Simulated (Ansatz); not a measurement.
**Phonon calculation, with input and output: BSiN2H6F**

- system: BSiN2H6F
- method: RKS PBE0/def2-SVP (Ansatz 0.2.0)

It belongs to a series of runs on one base structure; here: vibrations at the highest image of the band. Figures and captions count atoms from 1; the log counts them from 0 in places.

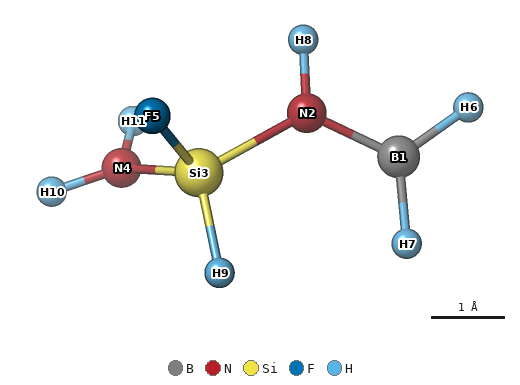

**Figure 1.** The input geometry (ball-and-stick view, seen at a tilt; atoms are numbered from 1 in the order of the input). Bond lengths as drawn: B–H 1.21 Å, B–N 1.40 Å, F–Si 1.63 Å, H–N 1.01 to 1.02 Å, H–Si 1.48 Å and N–Si 1.71 to 1.74 Å.

**Input file**
```yaml
crystal:
  periodic: [false, false, false]
  atoms:
    - { symbol: B, position_ang: [0.098675, 0.829607, -1.843081] }
    - { symbol: "N", position_ang: [-0.195861, 0.807058, -0.471069] }
    - { symbol: Si, position_ang: [0.539204, -0.236644, 0.718219] }
    - { symbol: "N", position_ang: [-0.648525, -1.309003, 1.3088] }
    - { symbol: F, position_ang: [1.107887, 0.710345, 1.916948] }
    - { symbol: H, position_ang: [-0.48375, 1.601959, -2.569815] }
    - { symbol: H, position_ang: [0.93154, 0.067929, -2.280399] }
    - { symbol: H, position_ang: [-0.883768, 1.47755, -0.136657] }
    - { symbol: H, position_ang: [1.718141, -0.919714, 0.146844] }
    - { symbol: H, position_ang: [-0.484129, -1.949376, 2.075815] }
    - { symbol: H, position_ang: [-1.634013, -1.136709, 1.155194] }
basis:
  gaussian: { orbitals: def2-SVP }
hamiltonian:
  xc: pbe0
phonons: {}
```

Launched with:
```bash
ansatz run input.yaml --threads 2 --pin off --max-ram 3072MiB --backend cpu --events-out ev --progress --plain --runs-dir out
```

**Output**
```
Engine: ansatz 0.2.0, x86_64-unknown-linux-gnu
Functional definition: PBE0
  parameter a = 0.25
  parameter kappa = 0.804
  parameter beta = 0.06672455060314922
  exchange = (1 - a)*pbe_x(kappa = kappa, mu = beta*pi^2/3) + a*exact_x
  correlation = pbe_c(beta = beta)
1117 factors; integrals over basis functions are off by at most 3.4e-4 eV
mean field evaluation 1: about -14325.8465 eV, gradient 6.8e1 eV
mean field evaluation 2: about -14318.7636 eV, gradient 8.7e1 eV
mean field evaluation 4: about -14334.6592 eV, gradient 3.6e0 eV
mean field evaluation 8: about -14334.7085 eV, gradient 4.4e-2 eV
mean field -14334.70852966 eV, -526.7908220506 hartree, gradient 3.5e-5 eV, S^2 0.000000; 0 other end points of the search recorded, 0 dependent functions left out
the calculation of the forces begins
reference -14334.70855820 eV, -526.7908230993 hartree; 24, 24 occupied and 80, 80 virtual orbitals, 1117 factors
these checks for a lower state are left out or cut short: stability, starts, cluster_reference, orbital_swaps, neighbouring_geometries, increment
1117 factors; integrals over basis functions are off by at most 3.4e-4 eV
mean field evaluation 16: about -14334.6848 eV, gradient 2.0e-1 eV
mean field -14334.70845450 eV, -526.7908192885 hartree, gradient 1.9e-6 eV, S^2 0.000000; 0 other end points of the search recorded, 0 dependent functions left out
[... from here on the field's lines of each further geometry are left out, up to the last ...]
the calculation of the forces begins
reference -14334.70856472 eV, -526.7908233389 hartree; 24, 24 occupied and 80, 80 virtual orbitals, 1117 factors
these checks for a lower state are left out or cut short: stability, starts, cluster_reference, orbital_swaps, neighbouring_geometries, increment
1117 factors; integrals over basis functions are off by at most 3.4e-4 eV
mean field -14334.70850187 eV, -526.7908210292 hartree, gradient 2.5e-6 eV, S^2 0.000000; 0 other end points of the search recorded, 0 dependent functions left out
the calculation of the forces begins
reference -14334.70853040 eV, -526.7908220778 hartree; 24, 24 occupied and 80, 80 virtual orbitals, 1117 factors
WARN: phonons: modes at or below zero, which the zero-point energy, F, S and C_V leave out: 1, the lowest at -74.53 cm⁻¹. A minimum has none, and a first-order saddle one
Total energy: -14334.70855820 eV, -526.7908230993 hartree
Atom 0 at     0.098675     0.829607    -1.843081 Å, force     0.004937    -0.007210    -0.004584 eV/Å
Atom 1 at    -0.195861     0.807058    -0.471069 Å, force    -0.003844     0.007113     0.002407 eV/Å
Atom 2 at     0.539204    -0.236644     0.718219 Å, force     0.003146    -0.005359    -0.001321 eV/Å
Atom 3 at    -0.648525    -1.309003     1.308800 Å, force    -0.000142     0.011953    -0.003844 eV/Å
Atom 4 at     1.107887     0.710345     1.916948 Å, force    -0.003526    -0.000588     0.000454 eV/Å
Atom 5 at    -0.483750     1.601959    -2.569815 Å, force    -0.000011     0.001245     0.000954 eV/Å
Atom 6 at     0.931540     0.067929    -2.280399 Å, force    -0.000592    -0.000470    -0.000573 eV/Å
Atom 7 at    -0.883768     1.477550    -0.136657 Å, force     0.000240     0.001919     0.002074 eV/Å
Atom 8 at     1.718141    -0.919714     0.146844 Å, force    -0.000263     0.000862     0.000317 eV/Å
Atom 9 at    -0.484129    -1.949376     2.075815 Å, force    -0.000199    -0.001952    -0.002730 eV/Å
Atom 10 at    -1.634013    -1.136709     1.155194 Å, force     0.000254    -0.007514     0.006846 eV/Å
Dipole moment:    -0.450389    -0.212192     0.250407 e Å
Vibrations: -74.53 80.13 211.71 241.63 249.50 319.77 390.99 401.89 697.22 745.87 800.13 833.37 885.03 909.25 945.94 959.72 1019.43 1162.21 1257.19 1416.19 1532.15 2322.86 2568.36 2659.94 3607.56 3630.76 3734.90 cm⁻¹, zero-point energy 2.081922 eV
```

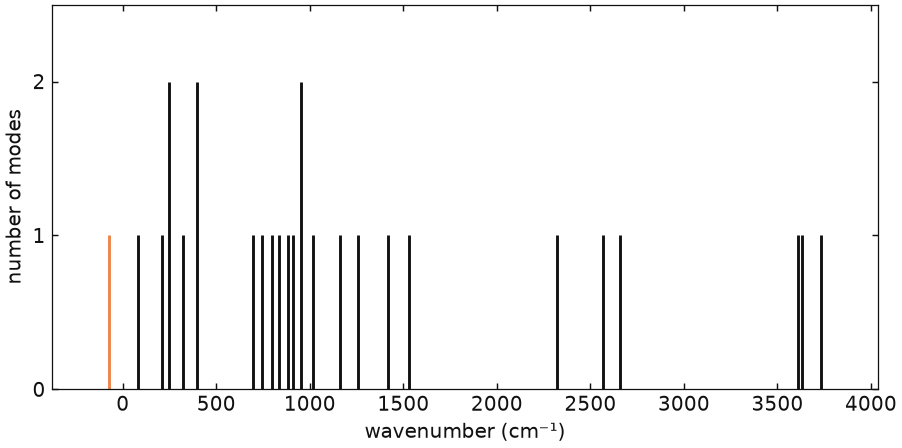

**Figure 2.** Harmonic vibrational wavenumbers from the force constants; neighbouring modes closer than 17 cm⁻¹ are counted in one stick, and imaginary ones are drawn at negative wavenumbers. 27 modes from 75i to 3735 cm⁻¹, 1 imaginary beyond 8i (75i cm⁻¹): not a clean minimum; so soft a mode can be a shallow saddle, an incomplete relaxation or noise of the force constants.

**Summary**

- outcome: converged
- total energy: −14334.7086 eV
- mean-field energy: −14334.7086 eV
- largest force (length of the vector): 0.013 eV/Å
- hardware: 2 threads of AMD EPYC (Zen 3), 16 GiB of memory available, shared host
- wall time: 89 s (CPU time 2.9 min)
- peak memory: 0.23 GiB
